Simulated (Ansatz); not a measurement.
# WGe+ (quartet): the correlation ladder, def2-SVP

Aim: climb from Hartree-Fock through coupled cluster and multireference methods for WGe+ (quartet) at one geometry and basis, and see what each rung misses.

Program: Ansatz 0.2.0, Gaussian basis. Level of theory: def2-SVP, core rule «outside noble gas», up to 18 orbitals frozen. These are calculated values, not measurements.

To be run: UHF; CCSD(T) on ROHF; CCSD(T) on UHF; CISD as a restricted active space (open shells left free, so some higher excitations enter); CCSDT(Q) on ROHF; CCSDT(Q) on UHF; CASSCF and MRCISD+Q, 9 electrons in 10 orbitals; CASSCF and NEVPT2, 9 electrons in 10 orbitals.

15 further runs of the same task are left out: 3 for a known fault of the program, 4 that didn't finish, 8 set aside as unsound or not needed. Runs told in other sessions of the task aren't counted.

**1. The system**

The geometry is a PBE0/def2-TZVP stationary point (not a proven minimum) of the parent state, kept for this charge and spin. No spin-orbit coupling is included. Elements past krypton take def2 core potentials. The filled d shell of Ge may be among the frozen orbitals whatever the setting's name suggests.

2 atoms, charge 1, spin multiplicity 4.

Atoms are counted from 1 here; the program's logs count them from 0.

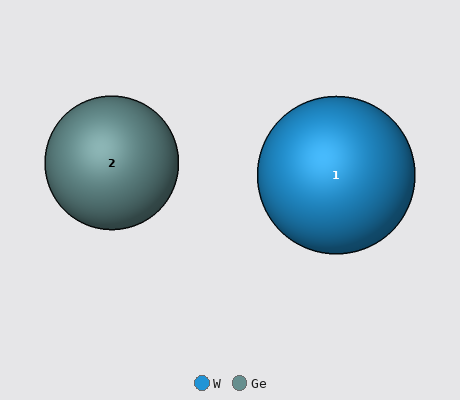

The geometry (tungsten blue, germanium teal); atoms are numbered from 1 in the order of the file.

In the tables R marks a restricted open-shell determinant and U an unrestricted one; 'valence' is the active space of 9 electrons in 10 orbitals; energies count from the table's Hartree-Fock row.

**2. UHF**

File in.yaml:

```yaml
crystal:
  periodic: [false, false, false]
  atoms:
    - {symbol: W, position_ang: [0.000000, 0.000000, 0.000000]}
    - {symbol: Ge, position_ang: [0.000000, 0.000000, 2.413000]}
basis:
  gaussian: {orbitals: def2-SVP}
total_charge: 1
magnetization: {spin_polarized: true, initial_magnetization: 3}
hamiltonian: {xc: hf}
output: {orbitals: {seedname: orbitals}}
```

The run is started by

```sh
$ ansatz run in.yaml --threads 1 --pin off --events-out ev --progress --plain --max-ram 2393MiB
```

What it wrote, cut to the lines that bear on the results:

```text
Functional definition: HF
  name "HF"
  cite "Fock, Z. Phys. 61, 126 (1930) doi:10.1007/BF01340294"
  parent pbe
[...]
630 factors; integrals over basis functions are off by at most 4.4e-4 eV
[...]
mean field -58264.16541717 eV, -2141.1685862111 hartree, gradient 6.9e-6 eV, S^2 5.559777; 18 other end points of the search recorded, 0 dependent functions left out
reference -58264.16541717 eV, -2141.1685862111 hartree; 24, 21 occupied and 40, 43 virtual orbitals, 630 factors
Total energy: -58264.16541717 eV, -2141.1685862111 hartree
```

Wall time 31 s (1 thread of Intel Xeon Platinum 8259CL at 2.50GHz, shared host).

From the report: ⟨S²⟩ of the determinant 5.560 (pure quartet: 3.75). The determinant of HF (⟨S²⟩ 5.56) is far from a pure spin state, so its energy mixes those of several spin states; that is harmless only where they are near-degenerate.

**3. CCSD(T) on ROHF**

File in.yaml:

```yaml
crystal:
  periodic: [false, false, false]
  atoms:
    - {symbol: W, position_ang: [0.000000, 0.000000, 0.000000]}
    - {symbol: Ge, position_ang: [0.000000, 0.000000, 2.413000]}
basis:
  gaussian: {orbitals: def2-SVP}
total_charge: 1
magnetization: {spin_polarized: false, initial_magnetization: 3}
correlation: {method: ccsd_t, electrons: outside_noble_gas}
```

The command is unchanged.

What it wrote, cut to the lines that bear on the results:

```text
Functional definition: HF
  name "HF"
  cite "Fock, Z. Phys. 61, 126 (1930) doi:10.1007/BF01340294"
  parent pbe
[...]
630 factors; integrals over basis functions are off by at most 4.4e-4 eV
[...]
mean field -58262.88700007 eV, -2141.1216052492 hartree, gradient 2.9e-6 eV, S^2 3.750000; 34 other end points of the search recorded, 0 dependent functions left out
[...]
determinant -58262.88700007 eV, -2141.1216052492 hartree, with singles and doubles -58268.11997296 eV, -2141.3139134561 hartree
determinant -58262.70528415 eV, -2141.1149273124 hartree, with singles and doubles -58268.01048039 eV, -2141.3098896784 hartree
determinant -58262.70528415 eV, -2141.1149273124 hartree, with singles and doubles -58268.01048063 eV, -2141.3098896870 hartree
determinant -58262.26598087 eV, -2141.0987832146 hartree, with singles and doubles -58267.30549369 eV, -2141.2839818950 hartree
[...]
determinant -58262.70528415 eV, -2141.1149273124 hartree, with singles and doubles -58268.02096890 eV, -2141.3102751241 hartree
determinant -58262.70528415 eV, -2141.1149273124 hartree, with singles and doubles -58268.02096870 eV, -2141.3102751165 hartree
determinant -58262.25306706 eV, -2141.0983086409 hartree, with singles and doubles -58267.67617341 eV, -2141.2976041235 hartree
unrestricted determinant -58264.16541717 eV, -2141.1685862111 hartree, S^2 5.5598
18 core orbitals not correlated: weight in the atoms' cores, before any rotation towards them, 0.999 or more for the frozen orbitals, at most 0.000 for the correlated occupied ones
reference -58262.88700007 eV, -2141.1216052492 hartree; 6, 3 occupied and 40, 43 virtual orbitals, 630 factors
second order -4.52045564 eV of doubles, -0.03675895 eV of singles
cycle   1  -5.24591430 eV  change   -4.0e-6 eV  update   6.2e-6
cycle   2  -5.24592013 eV  change   -5.8e-6 eV  update   5.4e-6
perturbative correction -0.33534442 eV, -0.0123236801 hartree
Total energy: -58268.46826462 eV, -2141.3267129383 hartree
```

It took 1.8 min on 1 thread of Intel Xeon Platinum 8259CL at 2.50GHz, shared host.

From the report: correlation -5.5813 eV; T1 0.082; largest double amplitude 0.11.

**4. CCSD(T) on UHF**

in.yaml: that of step 3 with these lines changed.

```diff
@@ -8,3 +8,3 @@
 total_charge: 1
-magnetization: {spin_polarized: false, initial_magnetization: 3}
+magnetization: {spin_polarized: true, initial_magnetization: 3}
 correlation: {method: ccsd_t, electrons: outside_noble_gas}
```

Same command.

What it wrote, cut to the lines that bear on the results:

```text
Functional definition: HF
  name "HF"
  cite "Fock, Z. Phys. 61, 126 (1930) doi:10.1007/BF01340294"
  parent pbe
[...]
630 factors; integrals over basis functions are off by at most 4.4e-4 eV
[...]
mean field -58264.16541717 eV, -2141.1685862111 hartree, gradient 1.3e-6 eV, S^2 5.559778; 45 other end points of the search recorded, 0 dependent functions left out
determinant -58264.16541717 eV, -2141.1685862111 hartree, with singles and doubles -58267.89576457 eV, -2141.3056739498 hartree
determinant -58263.93166160 eV, -2141.1599958523 hartree, with singles and doubles -58268.10161653 eV, -2141.3132388695 hartree
determinant -58263.89701643 eV, -2141.1587226660 hartree, with singles and doubles -58268.17276969 eV, -2141.3158536999 hartree
determinant -58263.82748628 eV, -2141.1561674801 hartree, with singles and doubles -58268.04167804 eV, -2141.3110361708 hartree
[...]
determinant -58263.82746095 eV, -2141.1561665491 hartree, with singles and doubles -58268.12643844 eV, -2141.3141510579 hartree
determinant -58263.64434061 eV, -2141.1494370010 hartree, with singles and doubles -58267.75371782 eV, -2141.3004538277 hartree
determinant -58263.44638289 eV, -2141.1421621889 hartree, with singles and doubles -58267.73368564 eV, -2141.2997176587 hartree
[...]
18 core orbitals not correlated: weight in the atoms' cores, before any rotation towards them, 0.999 or more for the frozen orbitals, at most 0.001 for the correlated occupied ones
reference -58263.89701643 eV, -2141.1587226659 hartree; 6, 3 occupied and 40, 43 virtual orbitals, 630 factors
second order -3.21202718 eV of doubles, -0.00000000 eV of singles
cycle   1  -4.33550683 eV  change   -1.2e-5 eV  update   2.8e-5
cycle   2  -4.33550791 eV  change   -1.1e-6 eV  update   9.1e-6
perturbative correction -0.24669098 eV, -0.0090657261 hartree
Total energy: -58268.47921531 eV, -2141.3271153688 hartree
```

Wall time 3.3 min (1 thread of Intel Xeon Platinum 8259CL at 2.50GHz, shared host).

From the report: ⟨S²⟩ of the determinant 4.780 (pure quartet: 3.75); correlation -4.5822 eV; T1 0.112; largest double amplitude 0.09. The determinant of CCSD(T) (⟨S²⟩ 4.78) is far from a pure spin state, so its energy mixes those of several spin states; high orders of coupled cluster remove much of that, low ones don't.

**5. CISD as a restricted active space (open shells left free, so some higher excitations enter)**

File in.yaml:

```yaml
crystal:
  periodic: [false, false, false]
  atoms:
    - {symbol: W, position_ang: [0.000000, 0.000000, 0.000000]}
    - {symbol: Ge, position_ang: [0.000000, 0.000000, 2.413000]}
basis:
  gaussian: {orbitals: def2-SVP}
total_charge: 1
magnetization: {spin_polarized: false, initial_magnetization: 3}
correlation: {active_space: {ras: {orbitals: [3, 3, 40], electrons: 9, max_holes: 2, max_particles: 2}, fixed_orbitals: true}}
```

Launched as before.

What it wrote, cut to the lines that bear on the results:

```text
Functional definition: HF
  name "HF"
  cite "Fock, Z. Phys. 61, 126 (1930) doi:10.1007/BF01340294"
  parent pbe
[...]
630 factors; integrals over basis functions are off by at most 4.4e-4 eV
[...]
mean field -58262.88700007 eV, -2141.1216052492 hartree, gradient 2.9e-6 eV, S^2 3.750000; 18 other end points of the search recorded, 0 dependent functions left out
reference -58262.88700007 eV, -2141.1216052492 hartree; 24, 21 occupied and 40, 43 virtual orbitals, 630 factors
state -58267.60012966 eV, -2141.2948095671 hartree
Total energy: -58267.60012966 eV, -2141.2948095671 hartree
```

Run time: 38 s. Hardware: 1 thread of Intel Xeon Platinum 8259CL at 2.50GHz, shared host.

From the report: 49,625 determinants.

**6. CCSDT(Q) on ROHF**

in.yaml: that of step 5 with these lines changed.

```diff
@@ -9,2 +9,2 @@
 magnetization: {spin_polarized: false, initial_magnetization: 3}
-correlation: {active_space: {ras: {orbitals: [3, 3, 40], electrons: 9, max_holes: 2, max_particles: 2}, fixed_orbitals: true}}
+correlation: {method: ccsdt_q, electrons: outside_noble_gas}
```

Launched as before.

What it wrote, cut to the lines that bear on the results:

```text
Functional definition: HF
  name "HF"
  cite "Fock, Z. Phys. 61, 126 (1930) doi:10.1007/BF01340294"
  parent pbe
[...]
1078 factors; integrals over basis functions are off by at most 1.3e-7 eV
[...]
mean field -58262.88705760 eV, -2141.1216073634 hartree, gradient 2.1e-6 eV, S^2 3.750000; 34 other end points of the search recorded, 0 dependent functions left out
[...]
determinant -58262.88705760 eV, -2141.1216073634 hartree, with singles and doubles -58268.12002071 eV, -2141.3139152108 hartree
determinant -58262.70534229 eV, -2141.1149294492 hartree, with singles and doubles -58268.01052851 eV, -2141.3098914465 hartree
determinant -58262.70534229 eV, -2141.1149294492 hartree, with singles and doubles -58268.01052895 eV, -2141.3098914628 hartree
determinant -58262.26604030 eV, -2141.0987853987 hartree, with singles and doubles -58267.30554681 eV, -2141.2839838470 hartree
[...]
determinant -58262.70534229 eV, -2141.1149294492 hartree, with singles and doubles -58268.02101702 eV, -2141.3102768924 hartree
determinant -58262.70534229 eV, -2141.1149294492 hartree, with singles and doubles -58268.02101700 eV, -2141.3102768914 hartree
determinant -58262.25312282 eV, -2141.0983106902 hartree, with singles and doubles -58267.67621440 eV, -2141.2976056299 hartree
[...]
unrestricted determinant -58264.16547141 eV, -2141.1685882045 hartree, S^2 5.5598
18 core orbitals not correlated: weight in the atoms' cores, before any rotation towards them, 0.999 or more for the frozen orbitals, at most 0.000 for the correlated occupied ones
reference -58262.88705760 eV, -2141.1216073634 hartree; 6, 3 occupied and 40, 43 virtual orbitals, 1078 factors
second order -4.52046620 eV of doubles, -0.03675902 eV of singles
cycle   1  -4.71596085 eV  change   -1.6e-1 eV  update   1.6e-1
[...]
cycle  67  -5.63425487 eV  change   -6.5e-8 eV  update   7.2e-7
perturbative correction -0.05972244 eV, -0.0021947592 hartree
Total energy: -58268.58103490 eV, -2141.3308571700 hartree
```

Run time: 4 min. Hardware: 1 thread of Intel Xeon Platinum 8259CL at 2.50GHz, shared host; peak memory 0.63 GiB.

From the report: correlation -5.6940 eV; T1 0.080; largest double amplitude 0.19.

**7. CCSDT(Q) on UHF**

in.yaml: that of step 6 with these lines changed.

```diff
@@ -8,3 +8,3 @@
 total_charge: 1
-magnetization: {spin_polarized: false, initial_magnetization: 3}
+magnetization: {spin_polarized: true, initial_magnetization: 3}
 correlation: {method: ccsdt_q, electrons: outside_noble_gas}
```

Launched as before.

What it wrote, cut to the lines that bear on the results:

```text
Functional definition: HF
  name "HF"
  cite "Fock, Z. Phys. 61, 126 (1930) doi:10.1007/BF01340294"
  parent pbe
[...]
1078 factors; integrals over basis functions are off by at most 1.3e-7 eV
[...]
mean field -58264.16547141 eV, -2141.1685882045 hartree, gradient 1.2e-6 eV, S^2 5.559778; 46 other end points of the search recorded, 0 dependent functions left out
determinant -58264.16547141 eV, -2141.1685882045 hartree, with singles and doubles -58267.89580094 eV, -2141.3056752863 hartree
determinant -58263.93171712 eV, -2141.1599978929 hartree, with singles and doubles -58268.10166146 eV, -2141.3132405209 hartree
determinant -58263.89707195 eV, -2141.1587247064 hartree, with singles and doubles -58268.17281935 eV, -2141.3158555250 hartree
determinant -58263.82753665 eV, -2141.1561693311 hartree, with singles and doubles -58268.04171791 eV, -2141.3110376359 hartree
[...]
determinant -58263.82751798 eV, -2141.1561686449 hartree, with singles and doubles -58268.12648978 eV, -2141.3141529448 hartree
determinant -58263.64440099 eV, -2141.1494392199 hartree, with singles and doubles -58267.75376808 eV, -2141.3004556750 hartree
determinant -58263.44643917 eV, -2141.1421642572 hartree, with singles and doubles -58267.73372321 eV, -2141.2997190395 hartree
18 core orbitals not correlated: weight in the atoms' cores, before any rotation towards them, 0.999 or more for the frozen orbitals, at most 0.001 for the correlated occupied ones
reference -58263.89707195 eV, -2141.1587247064 hartree; 6, 3 occupied and 40, 43 virtual orbitals, 1078 factors
second order -3.21202335 eV of doubles, -0.00000000 eV of singles
cycle   1  -3.62750911 eV  change   -4.2e-1 eV  update   1.1e-1
[...]
cycle  68  -4.68182465 eV  change   -3.3e-8 eV  update   2.2e-7
perturbative correction -0.05132757 eV, -0.0018862535 hartree
Total energy: -58268.63022417 eV, -2141.3326648422 hartree
```

It took 5.8 min on 1 thread of Intel Xeon Platinum 8259CL at 2.50GHz, shared host; peak memory 0.51 GiB.

From the report: ⟨S²⟩ of the determinant 4.780 (pure quartet: 3.75); correlation -4.7332 eV; T1 0.125; largest double amplitude 0.21. The determinant of CCSDT(Q) (⟨S²⟩ 4.78) is far from a pure spin state, so its energy mixes those of several spin states; high orders of coupled cluster remove much of that, low ones don't.

**8. CASSCF and MRCISD+Q, 9 electrons in 10 orbitals**

File in.yaml:

```yaml
crystal:
  periodic: [false, false, false]
  atoms:
    - {symbol: W, position_ang: [0.000000, 0.000000, 0.000000]}
    - {symbol: Ge, position_ang: [0.000000, 0.000000, 2.413000]}
basis:
  gaussian: {orbitals: def2-SVP}
total_charge: 1
magnetization: {spin_polarized: false, initial_magnetization: 3}
correlation: {method: fic_mrcisd_q, electrons: outside_noble_gas, active_space: {window: {electrons: 9, orbitals: 10}, shells: [{species: Ge, l: s, shell: 4}, {species: Ge, l: p, shell: 4}, {species: W, l: s, shell: 6}, {species: W, l: d, shell: 5}]}}
```

Same command.

What it wrote, cut to the lines that bear on the results:

```text
Functional definition: HF
  name "HF"
  cite "Fock, Z. Phys. 61, 126 (1930) doi:10.1007/BF01340294"
  parent pbe
[...]
1078 factors; integrals over basis functions are off by at most 1.3e-7 eV
[...]
mean field -58262.88705760 eV, -2141.1216073634 hartree, gradient 2.1e-6 eV, S^2 3.750000; 17 other end points of the search recorded, 0 dependent functions left out
reference -58262.88705760 eV, -2141.1216073634 hartree; 24, 21 occupied and 40, 43 virtual orbitals, 1078 factors
state -58265.39655838 eV, -2141.2138298162 hartree
contracted CI cycle   1: correlation 0.00000000 eV, 0.0000000000 hartree, residual 1.25e1 eV
contracted CI cycle   2: correlation -2.89288258 eV, -0.1063114739 hartree, residual 2.18e0 eV
contracted CI cycle   3: correlation -2.98776344 eV, -0.1097982812 hartree, residual 4.53e-1 eV
contracted CI cycle   4: correlation -2.99207907 eV, -0.1099568776 hartree, residual 1.18e-1 eV
contracted CI cycle   5: correlation -2.99236815 eV, -0.1099675012 hartree, residual 3.18e-2 eV
contracted CI cycle   6: correlation -2.99238969 eV, -0.1099682927 hartree, residual 8.81e-3 eV
contracted CI cycle   7: correlation -2.99239134 eV, -0.1099683535 hartree, residual 2.24e-3 eV
contracted CI cycle   8: correlation -2.99239144 eV, -0.1099683573 hartree, residual 5.92e-4 eV
state -58265.39655838 eV, -2141.2138298162 hartree; corrected -58268.59960809 eV, -2141.3315397219 hartree
Total energy: -58268.59960809 eV, -2141.3315397219 hartree
Checks for a lower state left out: starts, orbital_swaps
```

Run time: 51 s. Hardware: 1 thread of Intel Xeon Platinum 8259CL at 2.50GHz, shared host; peak memory 0.61 GiB.

From the report: 6,304 determinants; active occupations 1.97, 1.89, 1.66, 1.13, 1.00, 0.81, 0.23, 0.15, 0.08, 0.08.

**9. CASSCF and NEVPT2, 9 electrons in 10 orbitals**

File in.yaml:

```yaml
crystal:
  periodic: [false, false, false]
  atoms:
    - {symbol: W, position_ang: [0.000000, 0.000000, 0.000000]}
    - {symbol: Ge, position_ang: [0.000000, 0.000000, 2.413000]}
basis:
  gaussian: {orbitals: def2-SVP}
total_charge: 1
magnetization: {spin_polarized: false, initial_magnetization: 3}
correlation: {method: sc_nevpt2, electrons: outside_noble_gas, active_space: {window: {electrons: 9, orbitals: 10}, shells: [{species: Ge, l: s, shell: 4}, {species: Ge, l: p, shell: 4}, {species: W, l: s, shell: 6}, {species: W, l: d, shell: 5}]}}
```

The command is unchanged.

What it wrote, cut to the lines that bear on the results:

```text
Functional definition: HF
  name "HF"
  cite "Fock, Z. Phys. 61, 126 (1930) doi:10.1007/BF01340294"
  parent pbe
[...]
1078 factors; integrals over basis functions are off by at most 1.3e-7 eV
[...]
mean field -58262.88705760 eV, -2141.1216073634 hartree, gradient 2.1e-6 eV, S^2 3.750000; 17 other end points of the search recorded, 0 dependent functions left out
reference -58262.88705760 eV, -2141.1216073634 hartree; 24, 21 occupied and 40, 43 virtual orbitals, 1078 factors
state -58265.39655838 eV, -2141.2138298162 hartree
state -58265.39655838 eV, -2141.2138298162 hartree; corrected -58267.88988222 eV, -2141.3054577772 hartree
Total energy: -58267.88988222 eV, -2141.3054577772 hartree
Checks for a lower state left out: starts, orbital_swaps
```

Run time: 47 s. Hardware: 1 thread of Intel Xeon Platinum 8259CL at 2.50GHz, shared host.

From the report: 6,304 determinants; active occupations 1.97, 1.89, 1.66, 1.13, 1.00, 0.81, 0.23, 0.15, 0.08, 0.08.

**10. How many determinants matter**

Natural occupations of the CASSCF valence state about the gap (report; correlated orbitals 1 to 10): 1.974, 1.894, 1.656, 1.134, 0.999, 0.810, 0.226, 0.145, 0.084, 0.077. The count of effectively unpaired electrons, Σ n²(2 − n)², is 3.54; a single determinant of this spin has 3.

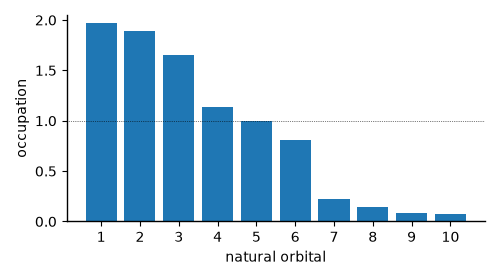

Natural occupations of the CASSCF valence state.

**11. The ladder**

No level here is safe as a reference; RCCSDT(Q) serves as a yardstick only. Rows without a time are mean-field rows or come out of runs for another level: lower rungs of the coupled-cluster runs, CASSCF and MRCISD of the multireference runs, or the Hartree-Fock search.

Differences are taken before rounding.

```csv
method,energy from the lowest ROHF (kcal/mol),from RCCSDT(Q) (kcal/mol),time
ROHF,0.00,+131.31,
RMP2,-105.09,+26.22,
UMP2,-97.36,+33.94,
CISD,-108.69,+22.62,38 s
RCCSD,-120.97,+10.33,
UCCSD,-123.27,+8.04,
RCCSD(T),-128.71,+2.60,1.8 min
UCCSD(T),-128.96,+2.35,3.3 min
RCCSDT,-129.93,+1.38,
UCCSDT,-131.26,+0.05,
RCCSDT(Q),-131.31,0,4 min
UCCSDT(Q),-132.44,-1.13,5.8 min
CASSCF valence,-57.87,+73.44,
NEVPT2 valence,-115.37,+15.94,47 s
MRCISD valence,-126.88,+4.43,
MRCISD+Q valence,-131.74,-0.43,51 s
```

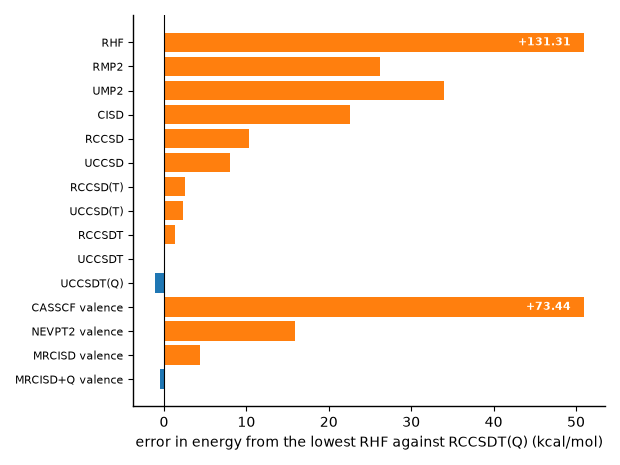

Error of each method against RCCSDT(Q). Bars with a number in them are cut short.

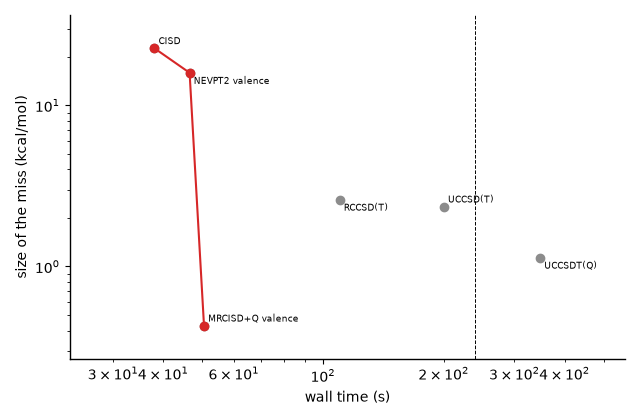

Miss against cost. Red marks the levels that no quicker level drawn beats (of those quicker than the yardstick), and the dashed line is the time of RCCSDT(Q). Times are from a shared host.

Left out of the table: UHF (another determinant or state than the rows shown).

**12. Results**

| quantity | value |
| --- | --- |
| RCCSDT(Q) from the ROHF energy | -5.6940 eV |
| RMP2 from RCCSDT(Q) | +26.22 kcal/mol |
| UMP2 from RCCSDT(Q) | +33.94 kcal/mol |
| RCCSD from RCCSDT(Q) | +10.33 kcal/mol |
| RCCSD(T) from RCCSDT(Q) | +2.60 kcal/mol |
| UCCSD(T) from RCCSDT(Q) | +2.35 kcal/mol |
| UCCSDT(Q) from RCCSDT(Q) | -1.13 kcal/mol |
| NEVPT2 valence from RCCSDT(Q) | +15.94 kcal/mol |
| MRCISD+Q valence from RCCSDT(Q) | -0.43 kcal/mol |
| T1 diagnostic | 0.082 |
| effectively unpaired electrons | 3.54 |

RCCSD(T) lands +2.60 kcal/mol from the yardstick (2.0 % of the correlation energy). The occupations show static correlation (3.54 effectively unpaired electrons where one determinant has 3). Coupled cluster took another determinant than the lowest Hartree-Fock one. Warnings: spin contamination; coupled cluster took another determinant than the lowest; large T1 diagnostic.

With open shells the CI space here admits some higher excitations, so it is larger than plain CISD.
